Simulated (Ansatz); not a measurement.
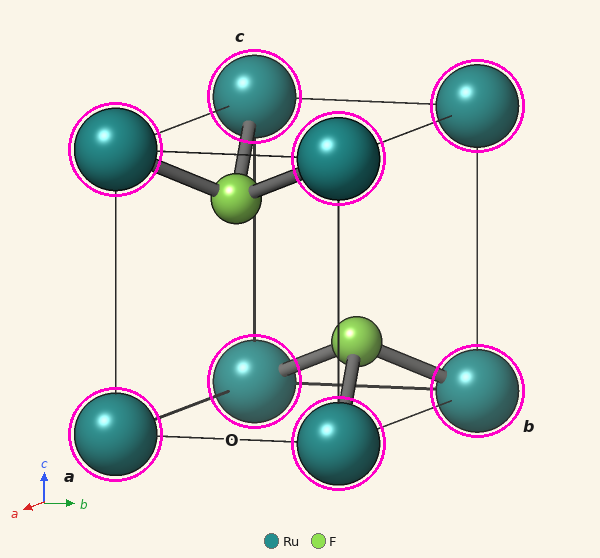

Crystal: RuF2, coordinates from a relaxation with DFT PBEsol, scalar-relativistic, plane waves, PAW in Ansatz 0.2.0; the starting structure was generated, so it need not be a known form of this composition. One unit cell; the ringed atoms, with their copies on corners, edges and faces, form one crystallographic orbit. Geometry calculated from the standardised cell; symmetry tolerance 0.002 Å.

a = 3.221 Å, b = 3.221 Å, c = 4.272 Å, α = 90.00°, β = 90.00°, γ = 120.00°; space group No. 164, P-3m1.

### Which Wyckoff position do the ringed atoms fill?

Ru on 1a, site symmetry -3m.: 12 operations a cell over 12 that keep the site give 1 atom, with 0 free parameters.

### List their coordinates.

(0, 0, 0).
